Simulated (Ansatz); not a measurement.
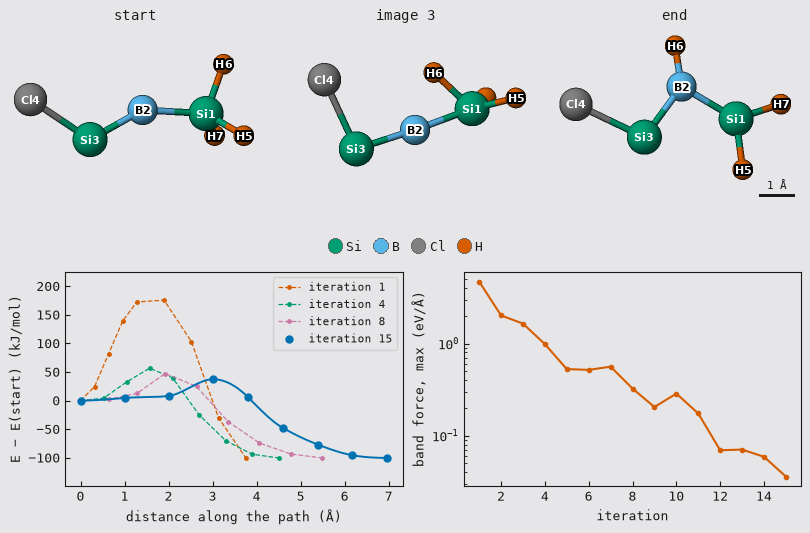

A nudged-elastic-band calculation for BSi₂H₃Cl (charge −1). Images are numbered from 0 (start) to 8 (end). The plot follows the band through its iterations. A ball-and-stick model, seen at a tilt.

The calculation used RKS PBE-D4/def2-SVP (Ansatz 0.2.0). Settings: 7 movable images; climbing image; force threshold 0.05 eV/Å; iteration limit 60; starting path through a guess of the saddle point.

**Did the band converge, and can the barrier be trusted?**

The result is final at these settings. The band converged in 15 iterations. The largest component of the band force went from 4.7 to 0.036 eV/Å. The climbing image converged on the top of the path. Its vibrational analysis gives one imaginary mode (497i cm⁻¹), as a transition state must have. The first iteration put the highest image at 175.6 kJ/mol. The highest point, image 3, lies 37.2 kJ/mol above the start and 137.5 kJ/mol above the end; the end is at −100.3 kJ/mol relative to the start.

Limits of the set-up: the basis has no diffuse functions, which an anion needs.

The run took 110 s on 2 threads of AMD EPYC 7B13 (Zen 3), on a shared host, peak memory 0.14 GiB.
